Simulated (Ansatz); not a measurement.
**Geometry relaxation of CH₈GaNO (part 1 of 2)**

The run: geometry relaxation of CH₈GaNO. Method and program: RKS revPBE/def2-SVP (Ansatz 0.2.0).

It belongs to a series of runs on one base structure; here: end point B relaxed. Figures and captions count atoms from 1; the log counts them from 0 in places.

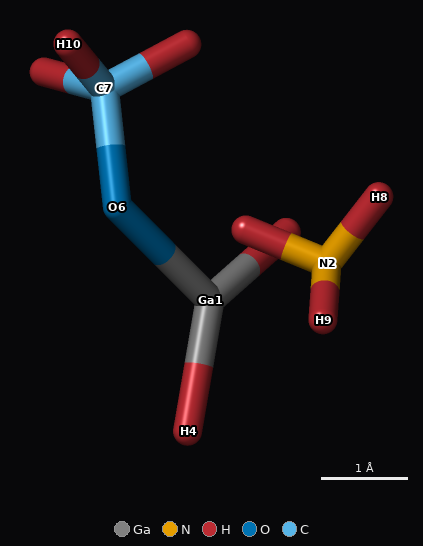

Figure 1. The structure as given in the input (stick view, seen at a tilt; atoms are numbered from 1 in the order of the input). Sticks mark near contacts. Bond lengths as drawn: C–H 1.11 to 1.12 Å, C–O 1.42 Å, Ga–H 1.57 to 1.58 Å, Ga–O 1.87 Å and H–N 1.03 Å.

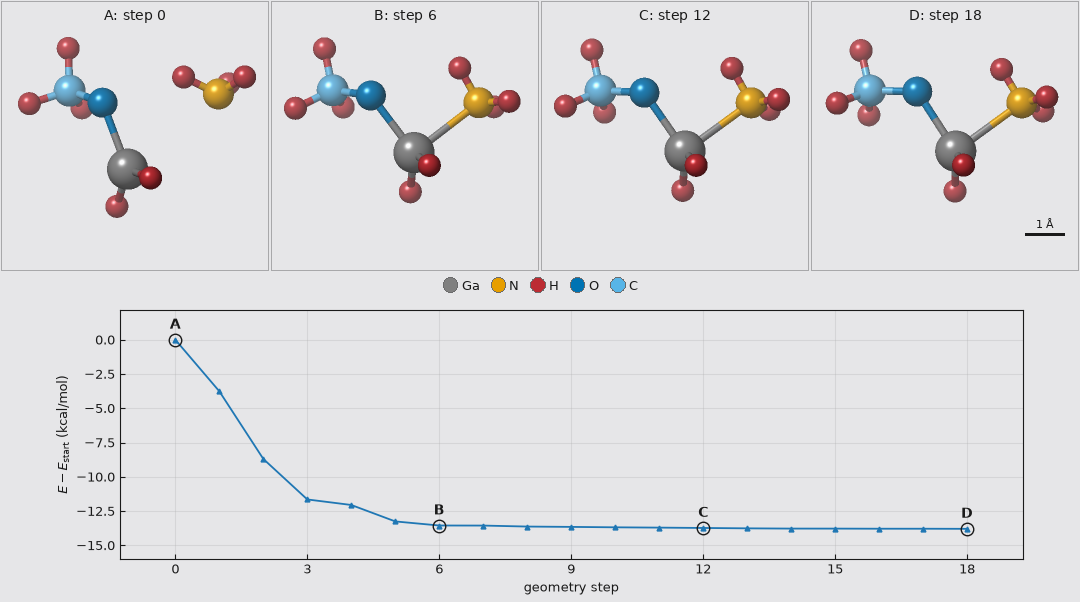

Figure 2. Frames of the relaxation (ball-and-stick view, seen at a tilt) above the curves, on which the letters mark them (the first geometry is step 0 here and step 1 in the log).

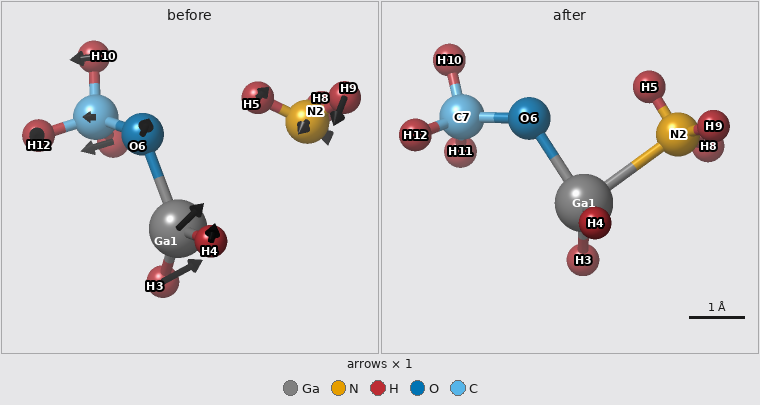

Figure 3. Before (left) and after (right) the relaxation, at one scale (ball-and-stick view, seen at a tilt). The black arrows give the displacements, at true length. The largest move after the best rigid fit is that of H3, 0.89 Å. Largest moves by element: H 0.89 Å, Ga 0.74 Å, O 0.50 Å, N 0.37 Å, C 0.25 Å. Among the contacts that change: Ga1–N2 3.216 → 2.171 Å, Ga1–H4 1.570 → 1.589 Å, Ga1–H3 1.578 → 1.593 Å, O6–C7 1.418 → 1.405 Å. New bonds form: Ga1–N2 (3.22 → 2.17 Å). Among the angles that change: H3–Ga1–H4 132.6° → 125.4°, Ga1–O6–C7 120.8° → 124.3°. Over 18 geometry steps the energy falls by 13.8 kcal/mol. Largest force component: 0.67 eV/Å at the start, 0.0058 eV/Å at the end. (Atoms are counted from 1 in the order of the input.)

The input that produced these results follows, with the program's output.

### Input file
```yaml
crystal:
  periodic: [false, false, false]
  atoms:
    - { symbol: Ga, position_ang: [-1.68757, 0.37393, -0.121181] }
    - { symbol: "N", position_ang: [0.246975, -1.58247, 1.543249] }
    - { symbol: H, position_ang: [-2.058063, -0.384494, -1.45464] }
    - { symbol: H, position_ang: [-2.530697, 0.785398, 1.137498] }
    - { symbol: H, position_ang: [0.656713, -0.69272, 1.2299] }
    - { symbol: O, position_ang: [0.047532, 1.06376, -0.080041] }
    - { symbol: C, position_ang: [0.849844, 1.083287, -1.248604] }
    - { symbol: H, position_ang: [0.849674, -2.332235, 1.179576] }
    - { symbol: H, position_ang: [0.335849, -1.606062, 2.567279] }
    - { symbol: H, position_ang: [1.914731, 1.248298, -0.965383] }
    - { symbol: H, position_ang: [0.804853, 0.134505, -1.839747] }
    - { symbol: H, position_ang: [0.57026, 1.908905, -1.947906] }
basis:
  gaussian: { orbitals: def2-SVP }
hamiltonian:
  xc: revpbe
relax:
  f_tol: 0.03
  max_steps: 50
```

Run as:
```bash
ansatz run input.yaml --threads 2 --pin off --max-ram 3072MiB --backend cpu --events-out ev --progress --plain --runs-dir out
```

### Log
```
The last accepted step is kept in [file] (removed where the run ends without a failure and the disk answers)
Engine: ansatz 0.2.0, aarch64-unknown-linux-gnu
Functional definition: revPBE
  parameter kappa = 1.245
  parameter beta = 0.06672455060314922
  exchange = pbe_x(kappa = kappa, mu = beta*pi^2/3)
  correlation = pbe_c(beta = beta)
1292 factors; their error is unknown
mean field evaluation 1: about -57054.0496 eV, gradient 8.1e1 eV
mean field evaluation 2: about -56967.4104 eV, gradient 2.0e2 eV
mean field evaluation 4: about -57066.6448 eV, gradient 1.5e1 eV
mean field evaluation 8: about -57067.1015 eV, gradient 5.3e-2 eV
mean field evaluation 16: about -57067.0460 eV, gradient 5.8e-5 eV
mean field -57067.04602294 eV, -2097.1752599099 hartree, gradient 5.8e-5 eV, S^2 0.000000; 0 other end points of the search recorded, 0 dependent functions left out
the calculation of the forces begins
reference -57067.04607796 eV, -2097.1752619319 hartree; 30, 30 occupied and 84, 84 virtual orbitals, 1292 factors
relax step   1: F+E_penalty+E_count = -57067.04602294 eV  Δ(F+E_penalty+E_count) = +0.000e0 eV  max|allowed force component| = 6.735e-1 eV/Å  Δτ_max = 0.0000 Å  (28 SCF iters, accepted)
these checks for a lower state are left out or cut short: starts, cluster_reference, orbital_swaps, neighbouring_geometries, increment
1292 factors; their error is unknown
mean field -57067.20912131 eV, -2097.1812536645 hartree, gradient 1.4e-5 eV, S^2 0.000000; 0 other end points of the search recorded, 0 dependent functions left out
[... from here on the field's lines of each further geometry are left out, up to the last ...]
relax step   2: F+E_penalty+E_count = -57067.20912131 eV  Δ(F+E_penalty+E_count) = -1.631e-1 eV  max|allowed force component| = 5.218e-1 eV/Å  Δτ_max = 0.1913 Å  (29 SCF iters, accepted)
relax step   3: F+E_penalty+E_count = -57067.42308909 eV  Δ(F+E_penalty+E_count) = -2.140e-1 eV  max|allowed force component| = 3.190e-1 eV/Å  Δτ_max = 0.1946 Å  (30 SCF iters, accepted)
relax step   4: F+E_penalty+E_count = -57067.55128147 eV  Δ(F+E_penalty+E_count) = -1.282e-1 eV  max|allowed force component| = 5.670e-1 eV/Å  Δτ_max = 0.1912 Å  (29 SCF iters, accepted)
relax step   5: F+E_penalty+E_count = -57067.56877979 eV  Δ(F+E_penalty+E_count) = -1.750e-2 eV  max|allowed force component| = 9.009e-1 eV/Å  Δτ_max = 0.1942 Å  (29 SCF iters, accepted)
relax step   6: F+E_penalty+E_count = -57067.62080829 eV  Δ(F+E_penalty+E_count) = -5.203e-2 eV  max|allowed force component| = 3.041e-1 eV/Å  Δτ_max = 0.0849 Å  (29 SCF iters, accepted)
relax step   7: F+E_penalty+E_count = -57067.63373141 eV  Δ(F+E_penalty+E_count) = -1.292e-2 eV  max|allowed force component| = 1.125e-1 eV/Å  Δτ_max = 0.1174 Å  (29 SCF iters, accepted)
relax step   8: F+E_penalty+E_count = -57067.63392301 eV  Δ(F+E_penalty+E_count) = -1.916e-4 eV  max|allowed force component| = 1.561e-1 eV/Å  Δτ_max = 0.0377 Å  (29 SCF iters, accepted)
relax step   9: F+E_penalty+E_count = -57067.63706437 eV  Δ(F+E_penalty+E_count) = -3.141e-3 eV  max|allowed force component| = 4.143e-2 eV/Å  Δτ_max = 0.0586 Å  (29 SCF iters, accepted)
relax step  10: F+E_penalty+E_count = -57067.63813337 eV  Δ(F+E_penalty+E_count) = -1.069e-3 eV  max|allowed force component| = 6.138e-2 eV/Å  Δτ_max = 0.0438 Å  (29 SCF iters, accepted)
relax step  11: F+E_penalty+E_count = -57067.63946615 eV  Δ(F+E_penalty+E_count) = -1.333e-3 eV  max|allowed force component| = 8.453e-2 eV/Å  Δτ_max = 0.0609 Å  (28 SCF iters, accepted)
relax step  12: F+E_penalty+E_count = -57067.64040842 eV  Δ(F+E_penalty+E_count) = -9.423e-4 eV  max|allowed force component| = 1.533e-1 eV/Å  Δτ_max = 0.0648 Å  (28 SCF iters, accepted)
relax step  13: F+E_penalty+E_count = -57067.64151121 eV  Δ(F+E_penalty+E_count) = -1.103e-3 eV  max|allowed force component| = 1.002e-1 eV/Å  Δτ_max = 0.0278 Å  (30 SCF iters, accepted)
relax step  14: F+E_penalty+E_count = -57067.64272129 eV  Δ(F+E_penalty+E_count) = -1.210e-3 eV  max|allowed force component| = 3.535e-2 eV/Å  Δτ_max = 0.0323 Å  (29 SCF iters, accepted)
relax step  15: F+E_penalty+E_count = -57067.64348357 eV  Δ(F+E_penalty+E_count) = -7.623e-4 eV  max|allowed force component| = 2.264e-2 eV/Å  Δτ_max = 0.0493 Å  (29 SCF iters, accepted)
relax step  16: F+E_penalty+E_count = -57067.64354884 eV  Δ(F+E_penalty+E_count) = -6.527e-5 eV  max|allowed force component| = 7.923e-2 eV/Å  Δτ_max = 0.0678 Å  (29 SCF iters, accepted)
relax step  17: F+E_penalty+E_count = -57067.64390129 eV  Δ(F+E_penalty+E_count) = -3.524e-4 eV  max|allowed force component| = 3.851e-2 eV/Å  Δτ_max = 0.0171 Å  (30 SCF iters, accepted)
relax step  18: F+E_penalty+E_count = -57067.64392067 eV  Δ(F+E_penalty+E_count) = -1.938e-5 eV  max|allowed force component| = 4.167e-2 eV/Å  Δτ_max = 0.0246 Å  (29 SCF iters, accepted)
the calculation of the forces begins
reference -57067.64430201 eV, -2097.1972462603 hartree; 30, 30 occupied and 84, 84 virtual orbitals, 1292 factors
relax step  19: F+E_penalty+E_count = -57067.64425104 eV  Δ(F+E_penalty+E_count) = -3.304e-4 eV  max|allowed force component| = 5.782e-3 eV/Å  Δτ_max = 0.0099 Å  (30 SCF iters, accepted)
1292 factors; their error is unknown
mean field evaluation 160: about -57067.6443 eV, gradient 1.5e-4 eV
mean field -57067.64425104 eV, -2097.1972443871 hartree, gradient 1.9e-5 eV, S^2 0.000000; 1 other end points of the search recorded, 0 dependent functions left out
the calculation of the forces begins
reference -57067.64430201 eV, -2097.1972462603 hartree; 30, 30 occupied and 84, 84 virtual orbitals, 1292 factors
Total energy: -57067.64430201 eV, -2097.1972462603 hartree
Atom 0 at    -1.177355    -0.101073     0.121633 Å, force     0.002633     0.004370    -0.002047 eV/Å
Atom 1 at    -0.061173    -1.344934     1.506632 Å, force     0.005431    -0.000199    -0.001128 eV/Å
Atom 2 at    -1.599468    -1.080717    -1.061564 Å, force     0.001127    -0.001992     0.001622 eV/Å
Atom 3 at    -2.181158     0.643264     1.102411 Å, force    -0.003515     0.001959     0.001597 eV/Å
Atom 4 at     0.849494    -0.870527     1.380995 Å, force    -0.005230    -0.000712    -0.000603 eV/Å
Atom 5 at     0.449211     0.790715    -0.147046 Å, force     0.005366    -0.001322    -0.005222 eV/Å
Atom 6 at     0.887251     1.283251    -1.387675 Å, force    -0.005782    -0.001284     0.003127 eV/Å
Atom 7 at     0.053338    -2.334318     1.251003 Å, force    -0.001107     0.002534     0.004983 eV/Å
Atom 8 at    -0.324674    -1.296017     2.499527 Å, force    -0.000157    -0.003455    -0.005080 eV/Å
Atom 9 at     1.986321     1.478708    -1.351403 Å, force    -0.001234     0.001328    -0.000863 eV/Å
Atom 10 at     0.714480     0.578183    -2.242688 Å, force     0.000552     0.003492     0.002943 eV/Å
Atom 11 at     0.403834     2.253566    -1.671825 Å, force     0.001916    -0.004720     0.000671 eV/Å
Dipole moment:     0.298140    -0.664638     0.526013 e Å
```

### Trajectory as extended XYZ (Å, eV, eV/Å), 18 of the 19 frames kept, from step=1 to step=19
```
12
Properties=species:S:1:pos:R:3:forces:R:3 step=1 energy=-57067.04602
Ga   -1.6876    0.3739   -0.1212    0.6735  -0.0754   0.2372
N     0.2470   -1.5825    1.5432   -0.3308   0.0574  -0.1671
H    -2.0581   -0.3845   -1.4546   -0.0461  -0.0268  -0.0137
H    -2.5307    0.7854    1.1375    0.0011  -0.0060   0.0054
H     0.6567   -0.6927    1.2299    0.1365   0.1179   0.0123
O     0.0475    1.0638   -0.0800   -0.4439  -0.0630  -0.1100
C     0.8498    1.0833   -1.2486   -0.0058  -0.0166  -0.0298
H     0.8497   -2.3322    1.1796   -0.0056   0.0054   0.0066
H     0.3358   -1.6061    2.5673   -0.0066  -0.0029   0.0014
H     1.9147    1.2483   -0.9654    0.0027  -0.0117   0.0162
H     0.8049    0.1345   -1.8397    0.0161   0.0069   0.0095
H     0.5703    1.9089   -1.9479    0.0089   0.0147   0.0319
12
Properties=species:S:1:pos:R:3:forces:R:3 step=2 energy=-57067.20912
Ga   -1.5868    0.2422   -0.0257    0.5218  -0.1470   0.2432
N     0.1675   -1.4588    1.4546    0.2049   0.4780  -0.0702
H    -2.0043   -0.4758   -1.3732    0.0057  -0.0920   0.0418
H    -2.4521    0.6950    1.2053    0.0042  -0.0339   0.0458
H     0.7460   -0.6092    1.2425   -0.3434  -0.4996   0.1371
O     0.0863    1.0550   -0.0663   -0.1555   0.0412  -0.1716
C     0.8624    1.0841   -1.2520   -0.0373   0.0241   0.1009
H     0.6998   -2.2712    1.1007   -0.1307   0.1358  -0.0506
H     0.1719   -1.5658    2.4850   -0.1105   0.0885  -0.2398
H     1.9303    1.2593   -0.9864    0.0323   0.0010  -0.0233
H     0.8180    0.1352   -1.8425    0.0068   0.0019  -0.0216
H     0.5611    1.9101   -1.9419    0.0017   0.0019   0.0083
12
Properties=species:S:1:pos:R:3:forces:R:3 step=3 energy=-57067.42309
Ga   -1.4628    0.1316    0.0754    0.3190  -0.2546   0.2284
N     0.0731   -1.3765    1.3854    0.1477   0.2890   0.0009
H    -1.9111   -0.5937   -1.2624    0.0405  -0.1078   0.0594
H    -2.3543    0.6025    1.2842    0.0021   0.0042   0.0553
H     0.7197   -0.5720    1.2376   -0.1384  -0.2069   0.0388
O     0.1371    1.0762   -0.0605    0.0004   0.0372  -0.1454
C     0.8800    1.1024   -1.2659   -0.0519   0.0421   0.1600
H     0.5672   -2.2111    1.0302   -0.1692   0.0888  -0.1242
H     0.0170   -1.5165    2.4092   -0.1959   0.0942  -0.1868
H     1.9531    1.2935   -1.0309    0.0330   0.0100  -0.0491
H     0.8324    0.1469   -1.8463    0.0113   0.0001  -0.0364
H     0.5486    1.9168   -1.9560    0.0014   0.0038  -0.0009
12
Properties=species:S:1:pos:R:3:forces:R:3 step=4 energy=-57067.55128
Ga   -1.3851    0.0754    0.1325    0.3196  -0.3108   0.2014
N     0.0325   -1.2989    1.3380    0.4356   0.0464   0.3699
H    -1.8226   -0.7190   -1.1720   -0.0011  -0.0374   0.0480
H    -2.2796    0.5508    1.3409   -0.0546   0.0626   0.0072
H     0.8025   -0.5806    1.2942   -0.5670  -0.4620   0.0083
O     0.1741    1.0805   -0.0599    0.1152   0.1583  -0.2457
C     0.8857    1.1242   -1.2823   -0.1093   0.0632   0.1991
H     0.4275   -2.1857    0.9722   -0.1665   0.2775  -0.0618
H    -0.1602   -1.4844    2.3452   -0.0098   0.1901  -0.4397
H     1.9623    1.3375   -1.0796    0.0137   0.0143  -0.0342
H     0.8439    0.1691   -1.8651    0.0123  -0.0118  -0.0373
H     0.5191    1.9312   -1.9641    0.0119   0.0096  -0.0155
```
